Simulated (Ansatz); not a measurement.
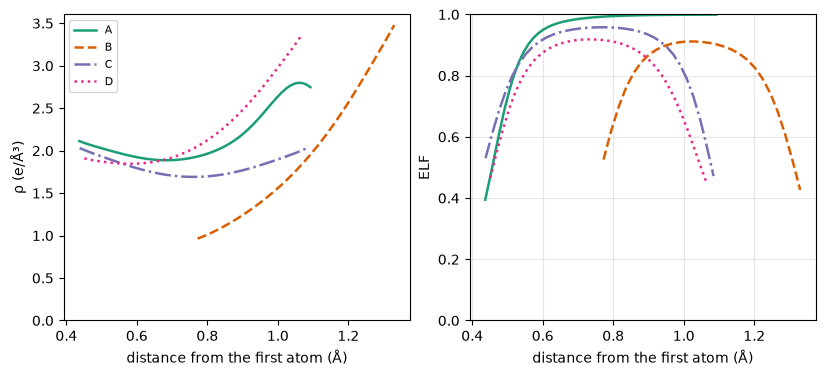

*C$_{3}$H$_{11}$NSi (SMILES CCN(C)[SiH3]). Total electron density and ELF along straight lines between neighbouring atoms. The curves leave out the atomic cores.*

Geometry: PBE0-D4/def2-TZVP.

Computed with RKS PBE0-D4/def2-TZVPP in Ansatz 0.2.0.

Input file:

```
crystal:
  periodic: [false, false, false]
  atoms:
    - {symbol: C, position_ang: [0.242641, -1.648299, -0.958131]}
    - {symbol: C, position_ang: [0.940344, -0.636591, -0.059822]}
    - {symbol: N, position_ang: [0.147821, 0.526552, 0.281419]}
    - {symbol: C, position_ang: [-0.095071, 1.445131, -0.805046]}
    - {symbol: Si, position_ang: [-0.817526, 0.563927, 1.700177]}
    - {symbol: H, position_ang: [-0.041930, -1.205929, -1.915553]}
    - {symbol: H, position_ang: [-0.662926, -2.033356, -0.482290]}
    - {symbol: H, position_ang: [0.902188, -2.494220, -1.168202]}
    - {symbol: H, position_ang: [1.245071, -1.128017, 0.869844]}
    - {symbol: H, position_ang: [1.865361, -0.295617, -0.545993]}
    - {symbol: H, position_ang: [-0.761215, 1.044972, -1.581807]}
    - {symbol: H, position_ang: [0.851429, 1.718276, -1.288371]}
    - {symbol: H, position_ang: [-0.548646, 2.364104, -0.425973]}
    - {symbol: H, position_ang: [-0.071373, -0.142884, 2.775258]}
    - {symbol: H, position_ang: [-1.058687, 1.987896, 2.056967]}
    - {symbol: H, position_ang: [-2.160278, -0.088650, 1.591824]}
basis:
  gaussian: {orbitals: def2-TZVPP}
hamiltonian: {xc: pbe0, dispersion: d4}
output: {orbitals: {seedname: orbitals}}
```

Run with:

```sh
ansatz run in.yaml --threads 4 --pin off --events-out ev --progress --plain --max-ram 11315MiB
```

Q: Which curve belongs to which contact (C–C, C–H, C–N and Si–N)? The first atom named is at distance zero.

A: Curve A: C–H (1.09 Å): ρ is about 2 e/Å³ halfway; the ELF climbs to about 1 towards the hydrogen, as it does in any bond to H; a covalent bond by its length. Curve B: Si–N (1.72 Å): ρ at the midpoint is about 1.1 e/Å³; the ELF peaks at about 0.90 between the atoms: a shared but strongly polarised pair. Curve C: C–C (1.52 Å): the density is about 1.7 e/Å³ at the midpoint; the ELF peaks at about 0.95 between the atoms, as expected for a shared electron pair. Curve D: C–N (1.44 Å): ρ at the midpoint is about 2 e/Å³; the ELF peaks at about 0.90 between the atoms; a covalent bond.
